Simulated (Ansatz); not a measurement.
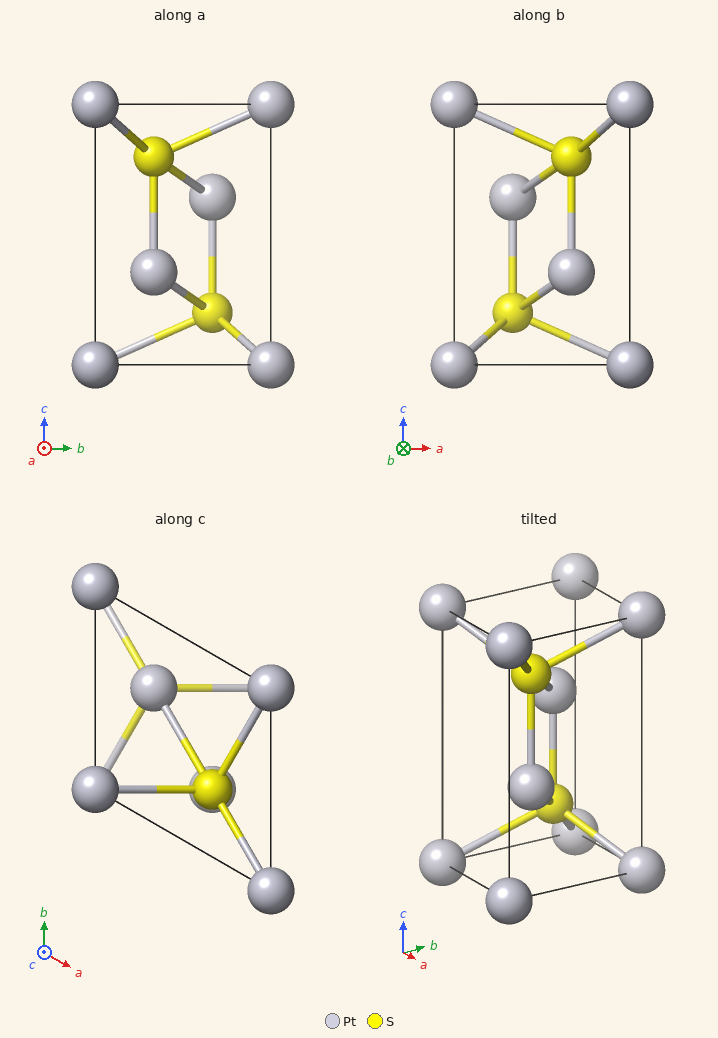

This ball-and-stick model is shown along the a axis, along the b axis, along the c axis and slightly off an axis. One conventional unit cell is framed, with atoms on its boundary repeated.

Lattice parameters: a = 4.192 Å, b = 4.192 Å, c = 5.385 Å, α = 90.00°, β = 90.00°, γ = 120.00°. Put a along x and b in the xy plane.

Question: Record the structure as a POSCAR file, with free fractional coordinates to two decimals.

Answer:
```
Pt S
1.0
     4.192    0.000    0.000
    -2.096    3.631    0.000
     0.000    0.000    5.385
Pt S
3 2
Direct
  0.00 0.00 0.00
  0.3333 0.6667 0.64
  0.6667 0.3333 0.36
  0.3333 0.6667 0.20
  0.6667 0.3333 0.80
```

It goes back to a textbook structure type filled with these elements (whether it is the usual form wasn't checked). The final geometry of a relaxation with DFT PBE, scalar-relativistic, plane waves, PAW (Ansatz 0.2.0) is shown.
